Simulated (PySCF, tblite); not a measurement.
**C7H9NSSi: geometry, infrared bands and NMR shifts**

What infrared bands and NMR shifts should C7H9NSSi (`C#CC[Si@@H]1C[C@@H](C#N)CS1`) show?

Programs: tblite 0.8.0 and PySCF 2.14.0, with density-fitted response routines of our own. Each step states its level of theory. These are calculated values for one molecule in the gas phase, unless marked as measured. Atoms count from 0, in the outputs and in this text.

## (1) The starting structure

19 atoms, charge 0, multiplicity 1; geometry from: force field or distance geometry start.

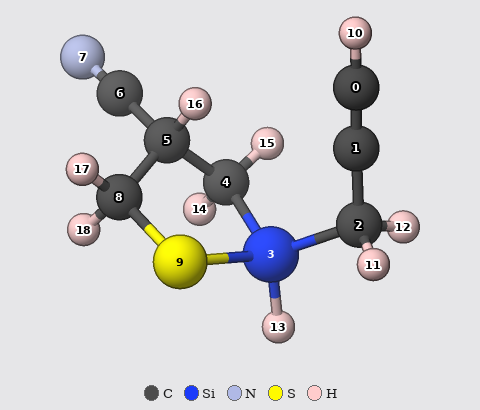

The starting geometry (carbon dark grey, silicon blue, nitrogen light blue, sulfur yellow, hydrogen pink), atoms numbered.

## (2) Optimising the geometry with GFN2-xTB

What the job is given:

```
{"job": {"kind": "relax", "xc": "GFN2-xTB", "basis": "xTB"}, "charge": 0, "multiplicity": 1}
C      2.845600     1.322300    -0.525100
C      2.519900     0.253400    -0.101800
C      2.174000    -1.080100     0.442600
Si     0.346000    -1.344600     0.687300
C     -0.732600    -0.738800    -0.713200
C     -1.217400     0.691200    -0.380600
C     -2.276400     1.118100    -1.305500
N     -3.112100     1.447900    -2.025800
C     -1.719900     0.729500     1.073100
S     -0.456100     0.003800     2.179700
H      3.121300     2.278500    -0.903300
H      2.687500    -1.240800     1.388800
H      2.534000    -1.840100    -0.241000
H      0.013400    -2.750500     1.058000
H     -1.591400    -1.405100    -0.829400
H     -0.188300    -0.747100    -1.658400
H     -0.373100     1.398500    -0.475700
H     -1.933000     1.754200     1.391700
H     -2.651400     0.159000     1.190900
```

The run is started by

```bash
$ OMP_NUM_THREADS=1 python probes_run.py task.json out
```

One launch serves the whole session: the jobs run in the order shown.

**Question.** This job is followed by: GFN2-xTB harmonic vibrations, gas phase; GIAO PBE0/pcSseg-1 NMR shielding, non-relativistic, gas phase. Predict these results of the whole session: strongest single infrared mode (GFN2-xTB); zero-point energy (GFN2-xTB); 13C shifts against TMS (PBE0/pcSseg-1); 1H shifts against TMS (PBE0/pcSseg-1); 29Si shifts against TMS (PBE0/pcSseg-1); 15N shifts against NH3 (PBE0/pcSseg-1); 33S shifts against CS2 (PBE0/pcSseg-1).

The runs gave:

```
                                 quantity                                                     value
strongest single infrared mode (GFN2-xTB)                                     2276 cm⁻¹, 298 km/mol
             zero-point energy (GFN2-xTB)                                             86.2 kcal/mol
   13C shifts against TMS (PBE0/pcSseg-1)              125.3, 84.2, 75.5, 41.6, 31.1, 22.7, 7.5 ppm
    1H shifts against TMS (PBE0/pcSseg-1)  5.26, 3.15, 2.92, 2.75, 1.92, 1.79, 1.78, 1.31, 1.15 ppm
  29Si shifts against TMS (PBE0/pcSseg-1)                                                  14.3 ppm
   15N shifts against NH3 (PBE0/pcSseg-1)                                                 299.3 ppm
   33S shifts against CS2 (PBE0/pcSseg-1)                                                  -141 ppm
```

In words: Relaxing lowered the energy by 0.137 eV in 95 steps; the close pair that moved most is C2–Si3, from 1.863 to 1.911 Å. All 51 modes are real, so the xTB geometry is a minimum. The strongest single mode, at 2276 cm⁻¹, moves mainly H13. GFN2-xTB is a fitted tight-binding method: band positions and strengths are rough. Its intensities can rank the bands wrongly. C6 (nitrile carbon) lies farthest downfield among carbon, at 125.3 ppm; typical of a nitrile. At PBE0/pcSseg-1: The widest tensor belongs to N7: span 478 ppm, with a paramagnetic part of -372 ppm.
